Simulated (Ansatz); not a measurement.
**Geometry relaxation, with input and output: C2H9BOSn (part 1 of 2)**

- system: C2H9BOSn
- method: RKS PBE0-D4/def2-SVP (Ansatz 0.2.0)

It belongs to a series of runs on one base structure; here: end point A relaxed. Figures and captions count atoms from 1; the log counts them from 0 in places.

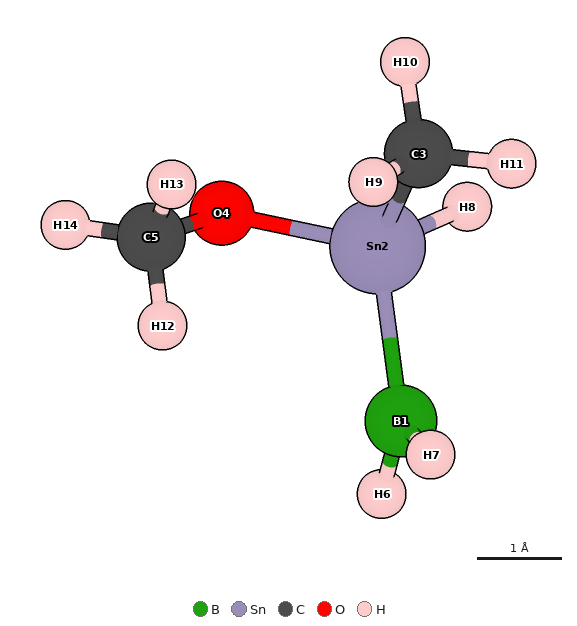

**Figure 1.** The input geometry (ball-and-stick view, seen at a tilt; atoms are numbered from 1 in the order of the input). Sticks mark near contacts.

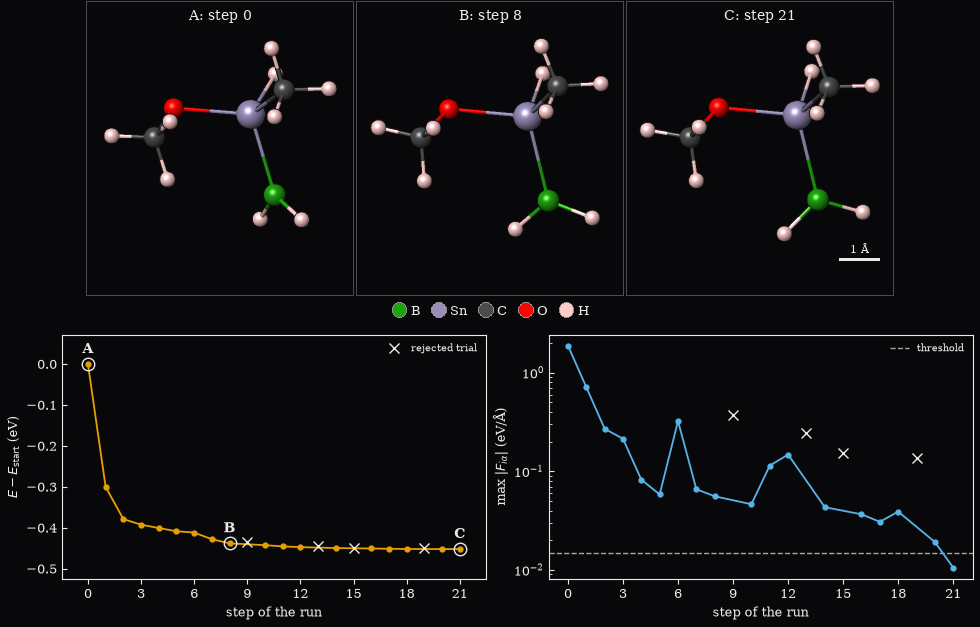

**Figure 2.** Frames of the relaxation (ball-and-stick view, seen at a tilt) above the curves, on which the letters mark them (the first geometry is step 0 here and step 1 in the log).

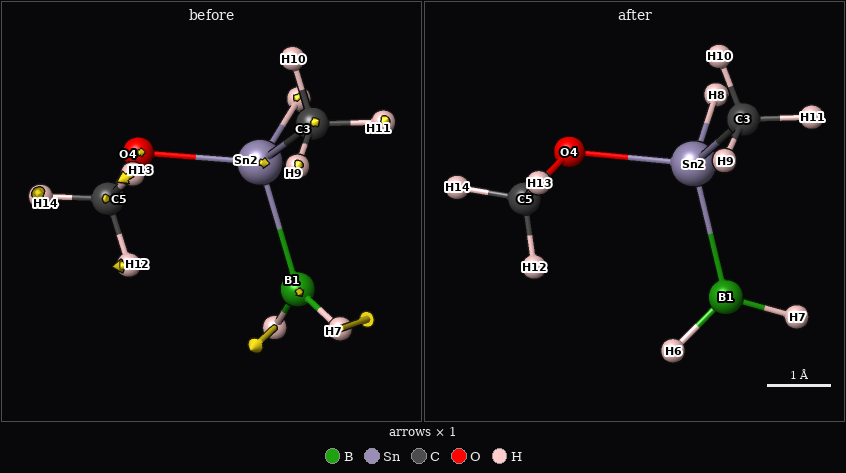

**Figure 3.** Before (left) and after (right) the relaxation, at one scale (ball-and-stick view, seen at a tilt). The yellow arrows give the displacements, at true length. After 21 geometry steps the energy has fallen by 0.452 eV. The largest force component goes from 1.9 to 0.011 eV/Å. The line search rejected the trial steps at points 9, 13, 15, 19 (counted from 0) and went back. The atom that moves furthest after the best rigid fit is H7 (1.21 Å). By element the largest moves are H 1.21 Å, Sn 0.18 Å, C 0.18 Å, B 0.15 Å, O 0.14 Å. Among the contacts that change: B1–Sn2 2.159 → 2.252 Å, C5–H13 1.058 → 1.111 Å, C3–H11 1.145 → 1.100 Å, Sn2–O4 1.964 → 2.007 Å. Among the angles that change: O4–Sn2–H8 111.4° → 101.1°, Sn2–O4–C5 111.3° → 120.2°, B1–Sn2–C3 108.2° → 114.3°. (Atoms are counted from 1 in the order of the input.)

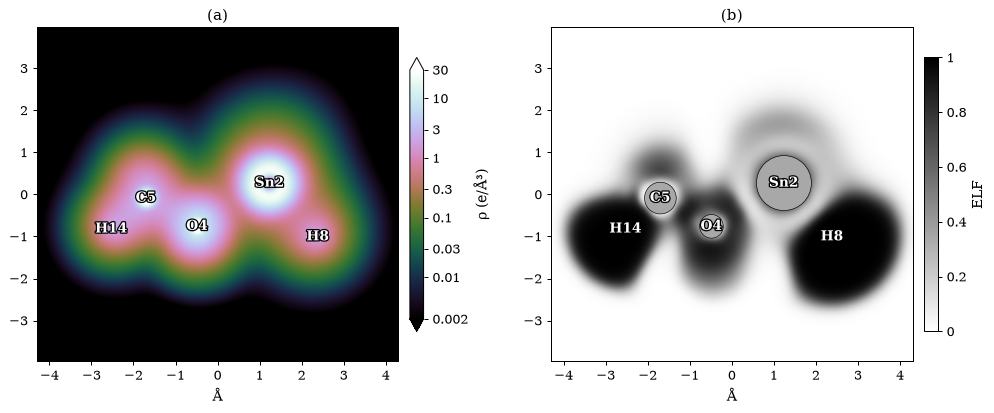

**Figure 4.** (a) electron density; (b) electron localisation function on the plane of atoms O4, Sn2 and H8. Grey discs, where drawn, cover atomic cores. The section cuts through Sn, O, C and H sites. C–O (1.39 Å): ρ at the midpoint is about 2.1 e/Å³, with its minimum of 1.8 e/Å³ about 0.5 Å from C; the ELF peaks at about 0.90 between the atoms (a polar covalent bond). Sn–H (1.72 Å): ρ at the midpoint is about 1.1 e/Å³, with its minimum of 0.73 e/Å³ about 1.1 Å from Sn; the ELF climbs to about 1 towards the hydrogen.

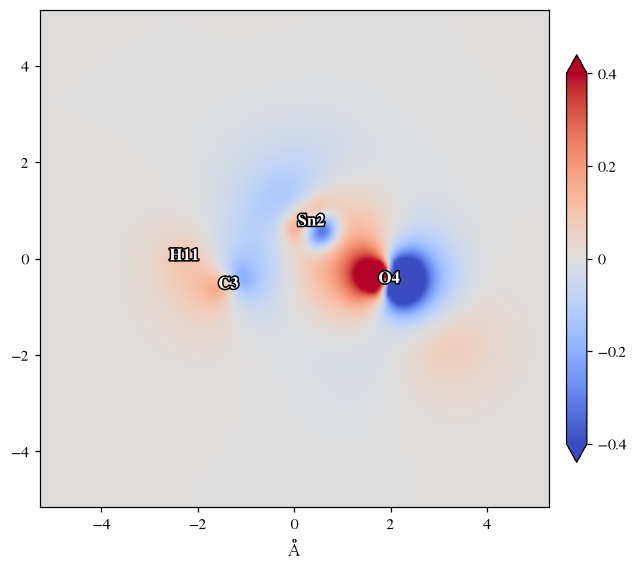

**Figure 5.** The HOMO−1 on the plane of atoms C3, Sn2 and O4 (values in Å⁻³ᐟ²; the overall sign is arbitrary). By Hirshfeld shares it lies mainly on O4 (50 %), C5 (10 %) and Sn2 (10 %). Its energy is −7.40 eV.

The input and output of the run follow.

## Input file
```yaml
crystal:
  periodic: [false, false, false]
  atoms:
    - { symbol: B, position_ang: [-1.1472, 1.7277, 0.7868] }
    - { symbol: Sn, position_ang: [-0.4117, -0.3004, 0.8787] }
    - { symbol: C, position_ang: [1.7023, -0.2399, 0.8446] }
    - { symbol: O, position_ang: [-1.011, -1.3519, -0.6678] }
    - { symbol: C, position_ang: [-0.5309, -0.8247, -1.8487] }
    - { symbol: H, position_ang: [-2.3616, 1.9773, 0.7784] }
    - { symbol: H, position_ang: [-0.4215, 2.6862, 0.7061] }
    - { symbol: H, position_ang: [-0.9068, -1.0244, 2.3633] }
    - { symbol: H, position_ang: [2.0859, 0.3275, 0.003] }
    - { symbol: H, position_ang: [2.1334, -1.2759, 0.8567] }
    - { symbol: H, position_ang: [2.089, 0.2734, 1.7924] }
    - { symbol: H, position_ang: [-0.8159, 0.253, -1.938] }
    - { symbol: H, position_ang: [0.5254, -0.8849, -1.8401] }
    - { symbol: H, position_ang: [-0.9423, -1.3721, -2.6867] }
basis:
  gaussian: { orbitals: def2-SVP }
hamiltonian:
  xc: pbe0
  dispersion: d4
relax:
  f_tol: 0.015
  max_steps: 40
output:
  orbitals: {}
```

Command:
```bash
ansatz run input.yaml --threads 2 --pin off --max-ram 3072MiB --backend cpu --events-out ev --progress --plain --runs-dir out
```

## Output
```
The last accepted step is kept in [file] (removed where the run ends without a failure and the disk answers)
Engine: ansatz 0.2.0, aarch64-unknown-linux-gnu
Functional definition: PBE0
  parameter a = 0.25
  parameter kappa = 0.804
  parameter beta = 0.06672455060314922
  exchange = (1 - a)*pbe_x(kappa = kappa, mu = beta*pi^2/3) + a*exact_x
  correlation = pbe_c(beta = beta)
1495 factors; integrals over basis functions are off by at most 3.7e-4 eV
mean field evaluation 1: about -10755.4929 eV, gradient 6.0e1 eV
mean field evaluation 2: about -10702.8332 eV, gradient 1.4e2 eV
mean field evaluation 4: about -10763.5783 eV, gradient 9.0e0 eV
mean field evaluation 8: about -10763.9269 eV, gradient 2.1e-1 eV
mean field evaluation 16: about -10763.9271 eV, gradient 3.3e-5 eV
mean field -10763.92706376 eV, -395.5670235414 hartree, gradient 3.3e-5 eV, S^2 0.000000; 0 other end points of the search recorded, 0 dependent functions left out
the calculation of the forces begins
reference -10763.92709709 eV, -395.5670247664 hartree; 28, 28 occupied and 99, 99 virtual orbitals, 1495 factors
relax step   1: F+E_penalty+E_count = -10764.17650521 eV  Δ(F+E_penalty+E_count) = +0.000e0 eV  max|allowed force component| = 1.880e0 eV/Å  Δτ_max = 0.0000 Å  (28 SCF iters, accepted)
these checks for a lower state are left out or cut short: starts, cluster_reference, orbital_swaps, neighbouring_geometries, increment
1495 factors; integrals over basis functions are off by at most 3.5e-4 eV
mean field -10764.23641061 eV, -395.5783918283 hartree, gradient 1.0e-5 eV, S^2 0.000000; 0 other end points of the search recorded, 0 dependent functions left out
[... from here on the field's lines of each further geometry are left out, up to the last ...]
relax step   2: F+E_penalty+E_count = -10764.47673385 eV  Δ(F+E_penalty+E_count) = -3.002e-1 eV  max|allowed force component| = 7.136e-1 eV/Å  Δτ_max = 0.1939 Å  (31 SCF iters, accepted)
relax step   3: F+E_penalty+E_count = -10764.55511986 eV  Δ(F+E_penalty+E_count) = -7.839e-2 eV  max|allowed force component| = 2.696e-1 eV/Å  Δτ_max = 0.1131 Å  (31 SCF iters, accepted)
relax step   4: F+E_penalty+E_count = -10764.56882767 eV  Δ(F+E_penalty+E_count) = -1.371e-2 eV  max|allowed force component| = 2.137e-1 eV/Å  Δτ_max = 0.0311 Å  (32 SCF iters, accepted)
relax step   5: F+E_penalty+E_count = -10764.57703292 eV  Δ(F+E_penalty+E_count) = -8.205e-3 eV  max|allowed force component| = 8.215e-2 eV/Å  Δτ_max = 0.1152 Å  (30 SCF iters, accepted)
relax step   6: F+E_penalty+E_count = -10764.58478353 eV  Δ(F+E_penalty+E_count) = -7.751e-3 eV  max|allowed force component| = 5.819e-2 eV/Å  Δτ_max = 0.1441 Å  (29 SCF iters, accepted)
relax step   7: F+E_penalty+E_count = -10764.58812969 eV  Δ(F+E_penalty+E_count) = -3.346e-3 eV  max|allowed force component| = 3.228e-1 eV/Å  Δτ_max = 0.1950 Å  (30 SCF iters, accepted)
relax step   8: F+E_penalty+E_count = -10764.60434310 eV  Δ(F+E_penalty+E_count) = -1.621e-2 eV  max|allowed force component| = 6.574e-2 eV/Å  Δτ_max = 0.2000 Å  (30 SCF iters, accepted)
relax step   9: F+E_penalty+E_count = -10764.61444507 eV  Δ(F+E_penalty+E_count) = -1.010e-2 eV  max|allowed force component| = 5.575e-2 eV/Å  Δτ_max = 0.2000 Å  (29 SCF iters, accepted)
relax step  10: F+E_penalty+E_count = -10764.61175701 eV  Δ(F+E_penalty+E_count) = +2.688e-3 eV  max|allowed force component| = 3.706e-1 eV/Å  Δτ_max = 0.1904 Å  (31 SCF iters, rejected (line search))
relax step  11: F+E_penalty+E_count = -10764.61892754 eV  Δ(F+E_penalty+E_count) = -4.482e-3 eV  max|allowed force component| = 4.629e-2 eV/Å  Δτ_max = 0.0952 Å  (30 SCF iters, accepted)
relax step  12: F+E_penalty+E_count = -10764.62180689 eV  Δ(F+E_penalty+E_count) = -2.879e-3 eV  max|allowed force component| = 1.142e-1 eV/Å  Δτ_max = 0.0992 Å  (30 SCF iters, accepted)
relax step  13: F+E_penalty+E_count = -10764.62361209 eV  Δ(F+E_penalty+E_count) = -1.805e-3 eV  max|allowed force component| = 1.476e-1 eV/Å  Δτ_max = 0.0899 Å  (31 SCF iters, accepted)
relax step  14: F+E_penalty+E_count = -10764.62126830 eV  Δ(F+E_penalty+E_count) = +2.344e-3 eV  max|allowed force component| = 2.422e-1 eV/Å  Δτ_max = 0.0886 Å  (31 SCF iters, rejected (line search))
relax step  15: F+E_penalty+E_count = -10764.62597712 eV  Δ(F+E_penalty+E_count) = -2.365e-3 eV  max|allowed force component| = 4.323e-2 eV/Å  Δτ_max = 0.0443 Å  (32 SCF iters, accepted)
relax step  16: F+E_penalty+E_count = -10764.62577092 eV  Δ(F+E_penalty+E_count) = +2.062e-4 eV  max|allowed force component| = 1.533e-1 eV/Å  Δτ_max = 0.0910 Å  (30 SCF iters, rejected (line search))
relax step  17: F+E_penalty+E_count = -10764.62700795 eV  Δ(F+E_penalty+E_count) = -1.031e-3 eV  max|allowed force component| = 3.661e-2 eV/Å  Δτ_max = 0.0447 Å  (31 SCF iters, accepted)
relax step  18: F+E_penalty+E_count = -10764.62769391 eV  Δ(F+E_penalty+E_count) = -6.860e-4 eV  max|allowed force component| = 3.073e-2 eV/Å  Δτ_max = 0.0488 Å  (31 SCF iters, accepted)
relax step  19: F+E_penalty+E_count = -10764.62826304 eV  Δ(F+E_penalty+E_count) = -5.691e-4 eV  max|allowed force component| = 3.896e-2 eV/Å  Δτ_max = 0.0741 Å  (31 SCF iters, accepted)
relax step  20: F+E_penalty+E_count = -10764.62642073 eV  Δ(F+E_penalty+E_count) = +1.842e-3 eV  max|allowed force component| = 1.350e-1 eV/Å  Δτ_max = 0.0880 Å  (31 SCF iters, rejected (line search))
```
